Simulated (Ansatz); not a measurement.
## HfS2: Hf → Ti

Base system: HfS$_{2}$ in the CdI2 type structure (space group P-3m1, No. 164; a = 3.5475 Å, c = 5.5768 Å; layered, stacked along the Cartesian z axis).

One thing is altered: every Hf is replaced by Ti, then cell and atoms are relaxed.

Computed with PBEsol-D3(BJ) (Ansatz, an electronic-structure program), no SOC. Γ-centred 16×16×9 mesh, Fermi–Dirac width 0.05 eV, for the changed cell.

The volume per atom drops by 3.49 Å³ (20.26 Å³ → 16.77 Å³) and the lattice parameter a shrinks by 0.4713 bohr, from 6.704 bohr to 6.232 bohr. The c/a ratio goes up by 0.047 (1.572 → 1.619) and the space group is still P-3m1 (No. 164). The shortest interatomic distance falls by 0.248 bohr (4.754 bohr → 4.506 bohr) and the band gap goes from 0.45 eV to zero.

Final structure:

```xyz
3
Lattice="3.2981 0.0000 0.0000 -1.6490 2.8562 0.0000 0.0000 0.0000 5.3403" Properties=species:S:1:pos:R:3 pbc="T T T"
Ti     0.0000     0.0000     0.0000
S      0.0000     1.9041     1.4351
S      1.6490     0.9521     3.9052
```

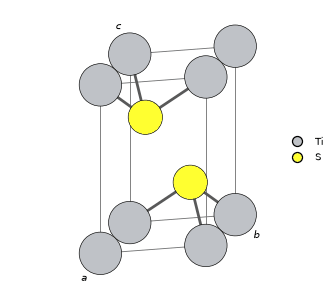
Figure: The relaxed conventional cell after the change

With Hf present, leaving out spin-orbit coupling can change the band edges. Whether these cells are dynamically stable was not tested. The final runs are not spin-polarised. A zero or small gap of TiS2 can be the functional's error rather than a property of the material.
